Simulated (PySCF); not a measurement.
# C₃H₉BF₂Si (SMILES C[C@H](F)CB[SiH2]F): what the fields show

The calculation's input:

```
{"job": {"kind": "nmr", "xc": "PBE0", "basis": "pcSseg-1"}, "charge": 0, "multiplicity": 1}
C     -2.614822    -0.153966     0.229286
C     -1.294781    -0.736447    -0.253642
F     -1.069370    -1.925389     0.429718
C     -0.102107     0.190080    -0.012990
B      1.305607    -0.332514    -0.486012
Si     2.921235     0.617974     0.068820
F      2.485723     1.931234     0.927932
H     -2.854514     0.742053    -0.336346
H     -2.547313     0.097717     1.285415
H     -3.413871    -0.879594     0.097032
H     -1.360621    -1.021318    -1.312114
H     -0.081076     0.447549     1.051336
H     -0.304245     1.138621    -0.522894
H      1.351882    -1.271820    -1.185994
H      3.831768    -0.056806     0.997670
H      3.738906     1.221569    -0.988628
```

Launched as:

```sh
OMP_NUM_THREADS=1 python probes_run.py task.json out
```

Geometry: GFN2-xTB.

Method: PBE0/pcSseg-1, SCF density, gas phase, non-relativistic in PySCF 2.14.0.

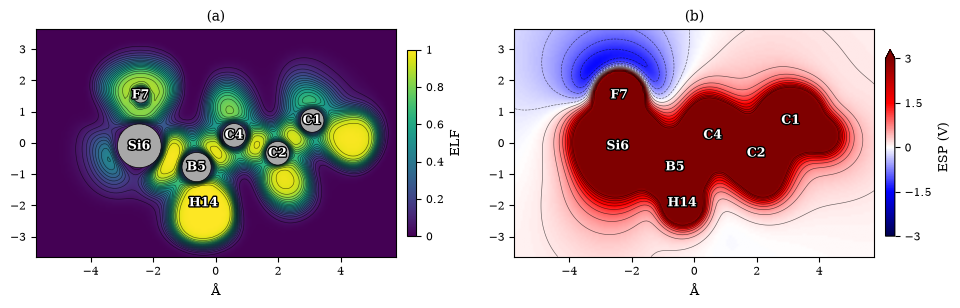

Figure 1. (a) electron localisation function; (b) molecular electrostatic potential on the plane of atoms Si6, B5 and H14. Grey discs cover the atomic cores in the ELF map.

Q: Read the bonding off the picture.

A:
- The plane passes through C, B, Si, F and H nuclei.
- C–C (1.52 Å): the ELF peaks at about 0.95 between the atoms (a covalent bond).
- C–B (1.57 Å): the ELF peaks at about 0.95 between the atoms; localised, covalent bonding.
- Si–F (1.63 Å): the ELF peaks at about 0.85 in the valence shell of F, 0.5 Å from its nucleus, and is about 0.55 at the midpoint.
- Si–B (1.95 Å): the ELF peaks at about 1 between the atoms: a shared electron pair.
- B–H (1.17 Å): the ELF climbs to about 1 towards the hydrogen, as it does in any bond to H; a covalent bond by its length.
- The ELF also peaks beside F7, away from the bonds: lone-pair regions.
- Outside the dense part of the molecule the potential is most negative (−1.5 V) near F7.

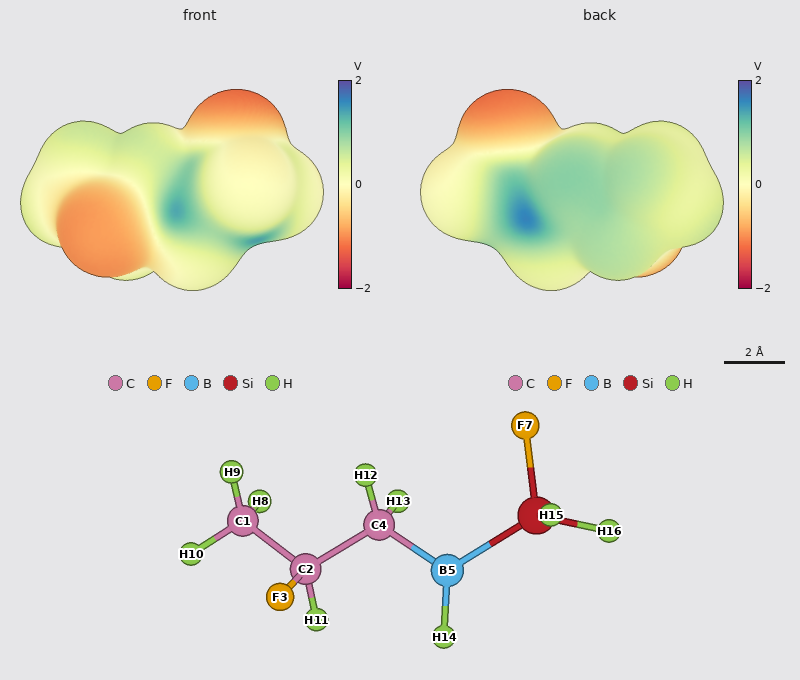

Figure 2. The molecular electrostatic potential painted on the density surface at 0.001 e/bohr³, seen from the front and from behind; red is negative and blue positive. The bare structure is drawn below in the same view.

Q: Where is the surface potential most negative and most positive?

A: The most negative region (about −1.2 V) lies over F7, the most positive (about +1.5 V) over B5.

Q: How polar is the molecule by this calculation?

A: Its dipole moment is 2.02 D.
